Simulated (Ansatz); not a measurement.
# CH₅B₂N: one molecule under many settings

How do the results and run time of CH₅B₂N respond when the settings are drawn wide?

Computed with Ansatz 0.2.0, Gaussian basis. Level: the settings change from run to run.

1 further run of the same task is left out (it didn't finish).

### 1 The relaxed structure

The geometry comes from an earlier relaxation with PBE0-D4 in a triple-zeta def2 set; it is a stationary point, not always the lowest conformer.

SMILES `BB1CN1`, 9 atoms, charge 0, spin multiplicity 1.

Atoms are counted from 1 here; the program's logs count them from 0.

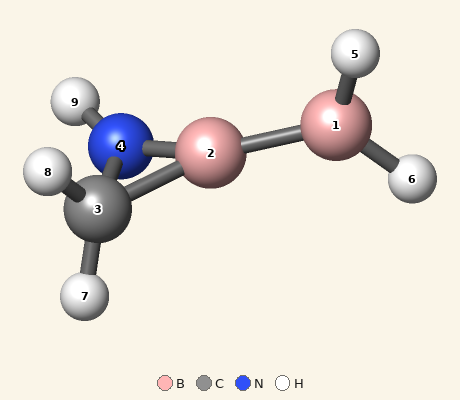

The structure; boron pink, carbon grey, nitrogen blue, hydrogen white; atoms are numbered from 1 in the order of the file.

### 2 B3LYP/def2-SVPD

Options: charge -1, multiplicity 2.

Contents of in.yaml:

```yaml
crystal:
  periodic: [false, false, false]
  atoms:
    - {symbol: B, position_ang: [-0.727506, 1.327817, -0.994444]}
    - {symbol: B, position_ang: [-0.166410, 0.197357, 0.041015]}
    - {symbol: C, position_ang: [0.575308, -1.198465, 0.211761]}
    - {symbol: N, position_ang: [0.142575, -0.307577, 1.260579]}
    - {symbol: H, position_ang: [0.017997, 2.098196, -1.528961]}
    - {symbol: H, position_ang: [-1.879106, 1.377010, -1.318164]}
    - {symbol: H, position_ang: [0.039412, -2.140951, 0.119158]}
    - {symbol: H, position_ang: [1.640699, -1.259397, -0.010126]}
    - {symbol: H, position_ang: [0.445429, -0.140289, 2.202183]}
basis:
  gaussian: {orbitals: def2-SVPD}
total_charge: -1
magnetization: {spin_polarized: true, initial_magnetization: 1}
hamiltonian: {xc: {name: B3LYP}}
output: {forces: true}
```

On the command line:

```
$ ansatz run in.yaml --threads 2 --pin off --events-out ev --progress --plain --max-ram 4352MiB
```

The program printed, shortened:

```text
Functional definition: B3LYP
  name "B3LYP"
  cite "Stephens, Devlin, Chabalowski & Frisch, J. Phys. Chem. 98, 11623 (1994) doi:10.1021/j100096a001"
  cite "Becke, Phys. Rev. A 38, 3098 (1988) doi:10.1103/PhysRevA.38.3098"
  cite "Lee, Yang & Parr, Phys. Rev. B 37, 785 (1988) doi:10.1103/PhysRevB.37.785"
  cite "Vosko, Wilk & Nusair, Can. J. Phys. 58, 1200 (1980) doi:10.1139/p80-159"
[...]
982 factors; their error is unknown
[...]
mean field -3956.98139386 eV, -145.4163840860 hartree, gradient 5.4e-5 eV, S^2 0.752669; 3 other end points of the search recorded, 0 dependent functions left out
[...]
reference -3956.98170242 eV, -145.4163954253 hartree; 15, 14 occupied and 105, 106 virtual orbitals, 982 factors
Total energy: -3956.98170242 eV, -145.4163954253 hartree
Atom 0 at    -0.727506     1.327817    -0.994444 Å, force    -0.097684     0.157031     0.181241 eV/Å
Atom 1 at    -0.166410     0.197357     0.041015 Å, force    -0.390651     0.815524    -1.105675 eV/Å
Atom 2 at     0.575308    -1.198465     0.211761 Å, force     0.240378    -0.493458     0.038484 eV/Å
Atom 3 at     0.142575    -0.307577     1.260579 Å, force     0.002259    -0.239620     0.937188 eV/Å
Atom 4 at     0.017997     2.098196    -1.528961 Å, force     0.371842     0.320766    -0.306400 eV/Å
Atom 5 at    -1.879106     1.377010    -1.318164 Å, force    -0.557773     0.049596    -0.121748 eV/Å
Atom 6 at     0.039412    -2.140951     0.119158 Å, force    -0.067614    -0.515262     0.003476 eV/Å
Atom 7 at     1.640699    -1.259397    -0.010126 Å, force     0.409282    -0.124569    -0.092167 eV/Å
Atom 8 at     0.445429    -0.140289     2.202183 Å, force     0.089961     0.029993     0.465601 eV/Å
Dipole moment:     0.614392    -0.976471     0.937057 e Å
```

Run time: 4.2 s. Hardware: 2 threads of Arm Neoverse V1, shared host.

Largest force 1.428 eV/Å, ⟨S²⟩ 0.753.

### 3 revPBE/ANO-RCC-VTZP

Options: D4 dispersion.

Edit in.yaml of step 2 so:

```diff
@@ -13,6 +13,4 @@
 basis:
-  gaussian: {orbitals: def2-SVPD}
-total_charge: -1
-magnetization: {spin_polarized: true, initial_magnetization: 1}
-hamiltonian: {xc: {name: B3LYP}}
+  gaussian: {orbitals: ANO-RCC-VTZP}
+hamiltonian: {xc: {name: revPBE}, dispersion: d4}
 output: {forces: true}
```

Launched as before.

The program printed, shortened:

```text
Functional definition: revPBE
  name "revPBE"
  cite "Zhang & Yang, Phys. Rev. Lett. 80, 890 (1998) doi:10.1103/PhysRevLett.80.890"
  cite "Perdew, Burke & Ernzerhof, Phys. Rev. Lett. 77, 3865 (1996) doi:10.1103/PhysRevLett.77.3865"
[...]
1275 factors; their error is unknown
[...]
mean field -3961.51308683 eV, -145.5829207308 hartree, gradient 3.0e-5 eV, S^2 0.000000; 0 other end points of the search recorded, 0 dependent functions left out
[...]
reference -3961.51315772 eV, -145.5829233361 hartree; 14, 14 occupied and 176, 176 virtual orbitals, 1275 factors
Total energy: -3961.94870684 eV, -145.5989294710 hartree
Relativity: scalar
Atom 0 at    -0.727506     1.327817    -0.994444 Å, force     0.064339    -0.138427     0.119390 eV/Å
Atom 1 at    -0.166410     0.197357     0.041015 Å, force    -0.328019     0.587541    -0.547582 eV/Å
Atom 2 at     0.575308    -1.198465     0.211761 Å, force     0.224350    -0.385190    -0.183246 eV/Å
Atom 3 at     0.142575    -0.307577     1.260579 Å, force    -0.131535    -0.026484     0.523810 eV/Å
Atom 4 at     0.017997     2.098196    -1.528961 Å, force     0.095666     0.102119    -0.083933 eV/Å
Atom 5 at    -1.879106     1.377010    -1.318164 Å, force    -0.154753     0.017152    -0.049170 eV/Å
Atom 6 at     0.039412    -2.140951     0.119158 Å, force    -0.127282    -0.208960    -0.050587 eV/Å
Atom 7 at     1.640699    -1.259397    -0.010126 Å, force     0.239786    -0.023638    -0.067129 eV/Å
Atom 8 at     0.445429    -0.140289     2.202183 Å, force     0.117448     0.075887     0.338447 eV/Å
Dipole moment:     0.154045    -0.069293     0.281915 e Å
```

Run time: 6 s. Hardware: 2 threads of Arm Neoverse V1, shared host; peak memory 0.27 GiB.

Largest force 0.868 eV/Å, dipole 1.58 D.

### 4 r2SCANh/cc-pVDZ

Options: the search for lower states set to light.

Edit in.yaml of step 3 so:

```diff
@@ -13,4 +13,4 @@
 basis:
-  gaussian: {orbitals: ANO-RCC-VTZP}
-hamiltonian: {xc: {name: revPBE}, dispersion: d4}
-output: {forces: true}
+  gaussian: {orbitals: cc-pVDZ}
+hamiltonian: {xc: {name: r2SCANh}}
+scf: {lower_state_search: light}
```

Launched as before.

The program printed, shortened:

```text
Functional definition: r2SCANh
  name "r2SCANh"
  cite "Bursch, Neugebauer, Ehlert & Grimme, J. Chem. Phys. 156, 134105 (2022) doi:10.1063/5.0086040"
  cite "Furness, Kaplan, Ning, Perdew & Sun, J. Phys. Chem. Lett. 11, 8208 (2020) doi:10.1021/acs.jpclett.0c02405"
  cite "Furness, Kaplan, Ning, Perdew & Sun, J. Phys. Chem. Lett. 11, 9248 (2020) doi:10.1021/acs.jpclett.0c03077"
  parent r2scan
[...]
976 factors; their error is unknown
[...]
mean field -3956.81506766 eV, -145.4102717109 hartree, gradient 4.2e-5 eV, S^2 0.000000; 0 other end points of the search recorded, 0 dependent functions left out
reference -3956.81507687 eV, -145.4102720492 hartree; 14, 14 occupied and 67, 67 virtual orbitals, 976 factors
Total energy: -3956.81507687 eV, -145.4102720492 hartree
```

Wall time 1.8 s (2 threads of Arm Neoverse V1, shared host).

### 5 BLYP/aug-cc-pVDZ

Set apart from the defaults: multiplicity 3.

Edit in.yaml of step 4 so:

```diff
@@ -13,4 +13,5 @@
 basis:
-  gaussian: {orbitals: cc-pVDZ}
-hamiltonian: {xc: {name: r2SCANh}}
-scf: {lower_state_search: light}
+  gaussian: {orbitals: aug-cc-pVDZ}
+magnetization: {spin_polarized: true, initial_magnetization: 2}
+hamiltonian: {xc: {name: BLYP}}
+output: {forces: true}
```

Same command.

The program printed, shortened:

```text
Functional definition: BLYP
  name "BLYP"
  cite "Becke, Phys. Rev. A 38, 3098 (1988) doi:10.1103/PhysRevA.38.3098"
  cite "Lee, Yang & Parr, Phys. Rev. B 37, 785 (1988) doi:10.1103/PhysRevB.37.785"
[...]
1176 factors; their error is unknown
[...]
mean field -3954.00231952 eV, -145.3069051232 hartree, gradient 3.1e-5 eV, S^2 2.004544; 6 other end points of the search recorded, 0 dependent functions left out
[...]
reference -3954.00281171 eV, -145.3069232110 hartree; 15, 13 occupied and 122, 124 virtual orbitals, 1176 factors
Total energy: -3954.00281171 eV, -145.3069232110 hartree
Atom 0 at    -0.727506     1.327817    -0.994444 Å, force    -0.986267     0.492078    -1.364069 eV/Å
Atom 1 at    -0.166410     0.197357     0.041015 Å, force    -0.825758     1.872188     0.535109 eV/Å
Atom 2 at     0.575308    -1.198465     0.211761 Å, force     1.729094    -2.392117    -0.212550 eV/Å
Atom 3 at     0.142575    -0.307577     1.260579 Å, force    -1.165012     0.763200     0.091062 eV/Å
Atom 4 at     0.017997     2.098196    -1.528961 Å, force     0.993006     0.067117     0.209645 eV/Å
Atom 5 at    -1.879106     1.377010    -1.318164 Å, force    -0.531430    -0.312816     0.445474 eV/Å
Atom 6 at     0.039412    -2.140951     0.119158 Å, force    -0.409131    -0.318948    -0.526594 eV/Å
Atom 7 at     1.640699    -1.259397    -0.010126 Å, force     0.515735    -0.223525     0.136924 eV/Å
Atom 8 at     0.445429    -0.140289     2.202183 Å, force     0.679763     0.052823     0.685000 eV/Å
Dipole moment:     0.478376    -0.626668     0.643684 e Å
```

It took 8.5 s on 2 threads of Arm Neoverse V1, shared host; peak memory 0.26 GiB.

Largest force 2.959 eV/Å, dipole 4.89 D, ⟨S²⟩ 2.005.

### 6 RPBE/def2-SVPD

Set apart from the defaults: multiplicity 3, a grid of angular degree 47, D3(BJ) with three-body dispersion, relativity set to none.

Edit in.yaml of step 5 so:

```diff
@@ -13,5 +13,5 @@
 basis:
-  gaussian: {orbitals: aug-cc-pVDZ}
+  gaussian: {orbitals: def2-SVPD, final_grid: {core_spheres: 20, valence_spheres: 16, degree: 47}}
 magnetization: {spin_polarized: true, initial_magnetization: 2}
-hamiltonian: {xc: {name: BLYP}}
+hamiltonian: {xc: {name: RPBE}, dispersion: d3bjatm, pseudopotentials: {relativity: none}}
 output: {forces: true}
```

The command is unchanged.

The program printed, shortened:

```text
Functional definition: RPBE
  name "RPBE"
  cite "Hammer, Hansen & Nørskov, Phys. Rev. B 59, 7413 (1999) doi:10.1103/PhysRevB.59.7413"
  cite "Perdew, Burke & Ernzerhof, Phys. Rev. Lett. 77, 3865 (1996) doi:10.1103/PhysRevLett.77.3865"
[...]
982 factors; their error is unknown
[...]
mean field -3953.44470252 eV, -145.2864130765 hartree, gradient 2.4e-5 eV, S^2 2.006335; 6 other end points of the search recorded, 0 dependent functions left out
[...]
reference -3953.44475282 eV, -145.2864149252 hartree; 15, 13 occupied and 105, 107 virtual orbitals, 982 factors
Total energy: -3954.17393511 eV, -145.3132118798 hartree
Atom 0 at    -0.727506     1.327817    -0.994444 Å, force    -0.856711     0.593198    -1.429069 eV/Å
Atom 1 at    -0.166410     0.197357     0.041015 Å, force    -0.716399     1.515361     0.595399 eV/Å
Atom 2 at     0.575308    -1.198465     0.211761 Å, force     1.442596    -1.930758    -0.065909 eV/Å
Atom 3 at     0.142575    -0.307577     1.260579 Å, force    -0.981284     0.655427     0.015430 eV/Å
Atom 4 at     0.017997     2.098196    -1.528961 Å, force     1.096173     0.121941     0.178512 eV/Å
Atom 5 at    -1.879106     1.377010    -1.318164 Å, force    -0.728773    -0.376440     0.460017 eV/Å
Atom 6 at     0.039412    -2.140951     0.119158 Å, force    -0.429597    -0.396785    -0.478255 eV/Å
Atom 7 at     1.640699    -1.259397    -0.010126 Å, force     0.575267    -0.175799     0.075266 eV/Å
Atom 8 at     0.445429    -0.140289     2.202183 Å, force     0.598729    -0.006144     0.648610 eV/Å
Dipole moment:     0.456681    -0.597939     0.641051 e Å
```

It took 9 s on 2 threads of Arm Neoverse V1, shared host; peak memory 0.26 GiB.

Largest force 2.411 eV/Å, dipole 4.75 D, ⟨S²⟩ 2.006.

### 7 B2GP-PLYP/6-31++G**

Options: charge +1, multiplicity 2.

Edit in.yaml of step 6 so:

```diff
@@ -13,5 +13,6 @@
 basis:
-  gaussian: {orbitals: def2-SVPD, final_grid: {core_spheres: 20, valence_spheres: 16, degree: 47}}
-magnetization: {spin_polarized: true, initial_magnetization: 2}
-hamiltonian: {xc: {name: RPBE}, dispersion: d3bjatm, pseudopotentials: {relativity: none}}
+  gaussian: {orbitals: "6-31++G**"}
+total_charge: 1
+magnetization: {spin_polarized: true, initial_magnetization: 1}
+hamiltonian: {xc: {name: B2GP-PLYP}}
 output: {forces: true}
```

Launched as before.

The program printed, shortened:

```text
Functional definition: B2GP-PLYP
  name "B2GP-PLYP"
  cite "Karton, Tarnopolsky, Lamère, Schatz & Martin, J. Phys. Chem. A 112, 12868 (2008) doi:10.1021/jp801805p"
  cite "Becke, Phys. Rev. A 38, 3098 (1988) doi:10.1103/PhysRevA.38.3098"
  cite "Lee, Yang & Parr, Phys. Rev. B 37, 785 (1988) doi:10.1103/PhysRevB.37.785"
[...]
956 factors; integrals over basis functions are off by at most 1.4e-3 eV
[...]
mean field -3939.33738246 eV, -144.7679786265 hartree, gradient 6.5e-6 eV, S^2 0.770480; 4 other end points of the search recorded, 0 dependent functions left out
4 core orbitals not correlated: weight in the atoms' cores, before any rotation towards them, 1.000 or more for the frozen orbitals, at most 0.000 for the correlated occupied ones
reference -3939.33752798 eV, -144.7679839742 hartree; 10, 9 occupied and 92, 93 virtual orbitals, 956 factors
second order -13.70658927 eV of doubles, -0.00000000 eV of singles
[...]
Total energy: -3944.27190011 eV, -144.9493188056 hartree
Atom 0 at    -0.727506     1.327817    -0.994444 Å, force    -1.117423     0.519651    -1.449965 eV/Å
Atom 1 at    -0.166410     0.197357     0.041015 Å, force    -1.710383     1.652440     0.654633 eV/Å
Atom 2 at     0.575308    -1.198465     0.211761 Å, force     2.472943    -0.861012     1.675987 eV/Å
Atom 3 at     0.142575    -0.307577     1.260579 Å, force    -0.759604    -1.188991    -1.184138 eV/Å
Atom 4 at     0.017997     2.098196    -1.528961 Å, force     0.028174    -0.158840     0.467556 eV/Å
Atom 5 at    -1.879106     1.377010    -1.318164 Å, force     0.359486    -0.082505     0.172782 eV/Å
Atom 6 at     0.039412    -2.140951     0.119158 Å, force    -1.018843     0.328632    -1.620614 eV/Å
Atom 7 at     1.640699    -1.259397    -0.010126 Å, force     0.190644    -0.860206     1.220089 eV/Å
Atom 8 at     0.445429    -0.140289     2.202183 Å, force     1.555006     0.650832     0.063671 eV/Å
Dipole moment:     0.256287    -0.241556     0.242725 e Å
```

It took 24 s on 2 threads of Arm Neoverse V1, shared host; peak memory 0.35 GiB.

Largest force 3.109 eV/Å, ⟨S²⟩ 0.770.

### 8 LC-wPBE/cc-pVTZ

Options: finite nuclei.

Edit in.yaml of step 7 so:

```diff
@@ -13,6 +13,4 @@
 basis:
-  gaussian: {orbitals: "6-31++G**"}
-total_charge: 1
-magnetization: {spin_polarized: true, initial_magnetization: 1}
-hamiltonian: {xc: {name: B2GP-PLYP}}
+  gaussian: {orbitals: cc-pVTZ, nuclear_model: gaussian}
+hamiltonian: {xc: {name: LC-wPBE}}
 output: {forces: true}
```

The command is unchanged.

The program printed, shortened:

```text
Functional definition: LC-wPBE
  name "LC-wPBE"
  cite "Vydrov & Scuseria, J. Chem. Phys. 125, 234109 (2006) doi:10.1063/1.2409292"
  cite "Heyd & Scuseria, J. Chem. Phys. 120, 7274 (2004) doi:10.1063/1.1668634"
  cite "Ernzerhof & Perdew, J. Chem. Phys. 109, 3313 (1998) doi:10.1063/1.476928"
  cite "Perdew, Burke & Ernzerhof, Phys. Rev. Lett. 77, 3865 (1996) doi:10.1103/PhysRevLett.77.3865"
  parent pbe
[...]
1063 factors; their error is unknown
347 factors; integrals over basis functions are off by at most 3.1e-5 eV
[...]
mean field -3957.82956033 eV, -145.4475536287 hartree, gradient 7.0e-5 eV, S^2 0.000000; 0 other end points of the search recorded, 0 dependent functions left out
[...]
reference -3957.82956033 eV, -145.4475536290 hartree; 14, 14 occupied and 176, 176 virtual orbitals, 1063 factors
Total energy: -3957.82956033 eV, -145.4475536290 hartree
Atom 0 at    -0.727506     1.327817    -0.994444 Å, force    -0.066030     0.140369    -0.139059 eV/Å
Atom 1 at    -0.166410     0.197357     0.041015 Å, force     0.229821    -0.495249     0.162087 eV/Å
Atom 2 at     0.575308    -1.198465     0.211761 Å, force    -0.173029     0.227344    -0.175193 eV/Å
Atom 3 at     0.142575    -0.307577     1.260579 Å, force     0.063653     0.156945     0.050922 eV/Å
Atom 4 at     0.017997     2.098196    -1.528961 Å, force    -0.052831    -0.045492     0.055503 eV/Å
Atom 5 at    -1.879106     1.377010    -1.318164 Å, force     0.078575    -0.004136     0.032087 eV/Å
Atom 6 at     0.039412    -2.140951     0.119158 Å, force     0.044395     0.051217     0.032880 eV/Å
Atom 7 at     1.640699    -1.259397    -0.010126 Å, force    -0.065525     0.008324     0.048324 eV/Å
Atom 8 at     0.445429    -0.140289     2.202183 Å, force    -0.059029    -0.039322    -0.067551 eV/Å
Dipole moment:     0.130460    -0.002888     0.234197 e Å
```

It took 2.9 s on 2 threads of Arm Neoverse V1, shared host; peak memory 0.25 GiB.

Largest force 0.570 eV/Å, dipole 1.29 D.

### 9 BHLYP/x2c-TZVPPall

Options: finite nuclei, D3(BJ) dispersion.

Edit in.yaml of step 8 so:

```diff
@@ -13,4 +13,4 @@
 basis:
-  gaussian: {orbitals: cc-pVTZ, nuclear_model: gaussian}
-hamiltonian: {xc: {name: LC-wPBE}}
+  gaussian: {orbitals: x2c-TZVPPall, nuclear_model: gaussian}
+hamiltonian: {xc: {name: BHLYP}, dispersion: d3bj}
 output: {forces: true}
```

The command is unchanged.

The program printed, shortened:

```text
Functional definition: BHLYP
  name "BHLYP"
  cite "Becke, J. Chem. Phys. 98, 1372 (1993) doi:10.1063/1.464304"
  cite "Becke, Phys. Rev. A 38, 3098 (1988) doi:10.1103/PhysRevA.38.3098"
  cite "Lee, Yang & Parr, Phys. Rev. B 37, 785 (1988) doi:10.1103/PhysRevB.37.785"
[...]
1105 factors; their error is unknown
[...]
mean field -3960.16380345 eV, -145.5333354815 hartree, gradient 4.3e-5 eV, S^2 0.000000; 0 other end points of the search recorded, 0 dependent functions left out
[...]
reference -3960.16398368 eV, -145.5333421047 hartree; 14, 14 occupied and 180, 180 virtual orbitals, 1105 factors
Total energy: -3960.34158821 eV, -145.5398689509 hartree
Relativity: scalar
Atom 0 at    -0.727506     1.327817    -0.994444 Å, force    -0.128695     0.249518    -0.242412 eV/Å
Atom 1 at    -0.166410     0.197357     0.041015 Å, force     0.249037    -0.421677     0.411273 eV/Å
Atom 2 at     0.575308    -1.198465     0.211761 Å, force    -0.005320    -0.061400    -0.162061 eV/Å
Atom 3 at     0.142575    -0.307577     1.260579 Å, force     0.051384     0.218799     0.014229 eV/Å
Atom 4 at     0.017997     2.098196    -1.528961 Å, force    -0.177716    -0.181830     0.140989 eV/Å
Atom 5 at    -1.879106     1.377010    -1.318164 Å, force     0.277872    -0.013731     0.084483 eV/Å
Atom 6 at     0.039412    -2.140951     0.119158 Å, force     0.206370     0.289768     0.066262 eV/Å
Atom 7 at     1.640699    -1.259397    -0.010126 Å, force    -0.340845     0.001233     0.100944 eV/Å
Atom 8 at     0.445429    -0.140289     2.202183 Å, force    -0.132086    -0.080680    -0.413707 eV/Å
Dipole moment:     0.126078     0.005064     0.215939 e Å
```

Wall time 3.6 s (2 threads of Arm Neoverse V1, shared host); peak memory 0.38 GiB.

Largest force 0.640 eV/Å, dipole 1.20 D.

### 10 wB97M-V/def2-TZVPD

Set apart from the defaults: multiplicity 3, atoms shaken by 0.15 Å, a point charge of -1.00 e beside it.

Contents of in.yaml:

```yaml
crystal:
  periodic: [false, false, false]
  atoms:
    - {symbol: B, position_ang: [-0.782694, 1.401601, -0.818917]}
    - {symbol: B, position_ang: [-0.033107, 0.370144, 0.188328]}
    - {symbol: C, position_ang: [0.697556, -1.198283, 0.107748]}
    - {symbol: N, position_ang: [0.043720, -0.153408, 1.386449]}
    - {symbol: H, position_ang: [0.216246, 2.048870, -1.488395]}
    - {symbol: H, position_ang: [-1.853766, 1.447607, -1.175411]}
    - {symbol: H, position_ang: [-0.023050, -2.076775, 0.025794]}
    - {symbol: H, position_ang: [1.558294, -1.096155, 0.178359]}
    - {symbol: H, position_ang: [0.513773, -0.164156, 2.373528]}
basis:
  gaussian: {orbitals: def2-TZVPD, point_charges: [{charge: -1.00, position_ang: [5.366, -0.891, -0.963]}]}
magnetization: {spin_polarized: true, initial_magnetization: 2}
hamiltonian: {xc: {name: wB97M-V}}
```

Launched as before.

The program printed, shortened:

```text
Functional definition: wB97M-V
  name "wB97M-V"
  cite "Mardirossian & Head-Gordon, J. Chem. Phys. 144, 214110 (2016) doi:10.1063/1.4952647"
  cite "Becke, J. Chem. Phys. 107, 8554 (1997) doi:10.1063/1.475007"
  cite "Vydrov & Van Voorhis, J. Chem. Phys. 133, 244103 (2010) doi:10.1063/1.3521275"
  # Of w^i u^j: cxij and so on, Table III.
[...]
  gx(w, u) = 1 - cx + cx01*u + cx10*w
  gss(w, u) = css00 + css04*u^4 + css10*w + css20*w^2 + css43*w^4*u^3
  gos(w, u) = cos00 + cos10*w + (cos20 + cos21*u)*w^2 + (cos60 + cos61*u)*w^6
[...]
      + integral(e_c_pw_mod_opposite_spin*gos(b97_w_opposite, b97_u_opposite)) + vv10(b, c)
938 factors; their error is unknown
388 factors; integrals over basis functions are off by at most 7.4e-6 eV
[...]
mean field -3952.89204598 eV, -145.2661033232 hartree, gradient 5.9e-5 eV, S^2 2.011546; 2 other end points of the search recorded, 0 dependent functions left out
reference -3952.89211495 eV, -145.2661058578 hartree; 15, 13 occupied and 178, 180 virtual orbitals, 938 factors
Total energy: -3952.89211495 eV, -145.2661058578 hartree
```

Wall time 23 s (2 threads of Arm Neoverse V1, shared host); peak memory 0.66 GiB.

⟨S²⟩ 2.012.

### 11 All runs side by side

```tsv
level	charge	multiplicity	geometry	functions	energy (eV)	time
B3LYP/def2-SVPD	-1	2	relaxed	120	-3956.982	4.2 s
revPBE/ANO-RCC-VTZP	0	1	relaxed	190	-3961.949	6 s
r2SCANh/cc-pVDZ	0	1	relaxed	81	-3956.815	1.8 s
BLYP/aug-cc-pVDZ	0	3	relaxed	137	-3954.003	8.5 s
RPBE/def2-SVPD	0	3	relaxed	120	-3954.174	9 s
B2GP-PLYP/6-31++G**	1	2	relaxed	106	-3944.272	24 s
LC-wPBE/cc-pVTZ	0	1	relaxed	190	-3957.830	2.9 s
BHLYP/x2c-TZVPPall	0	1	relaxed	194	-3960.342	3.6 s
wB97M-V/def2-TZVPD	0	3	shaken, point charge	193	-3952.892	23 s
```

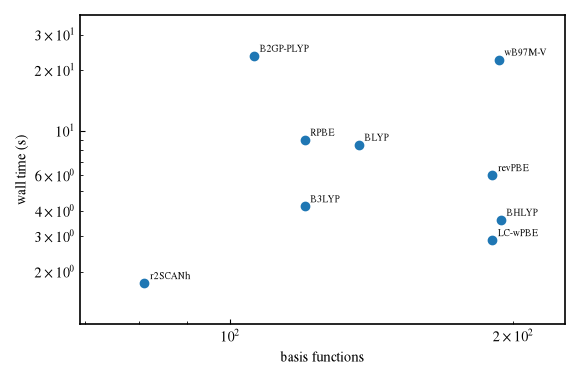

Wall time against the number of basis functions (shared host).

### 12 Summary of results

| quantity | value |
| --- | --- |
| runs | 9 |
| quickest | r2SCANh/cc-pVDZ, 1.8 s |
| slowest | B2GP-PLYP/6-31++G**, 24 s |
| spread of total energies, same state and geometry | 5.1 eV |
| dipole, same state and geometry | 1.20 to 1.58 D |

What this shows: Run time spans a factor of 13, from r2SCANh/cc-pVDZ to B2GP-PLYP/6-31++G**. The jobs differ in tasks and options as well as level. The totals spread over 5 eV; they can't be compared across methods or bases. At the PBE0-D4/def2-TZVP geometry and in the same state, runs without warnings or point charges leave forces up to 0.87 eV/Å (revPBE/ANO-RCC-VTZP). At that geometry and state the dipole changes by 31 % between the lowest and highest value.
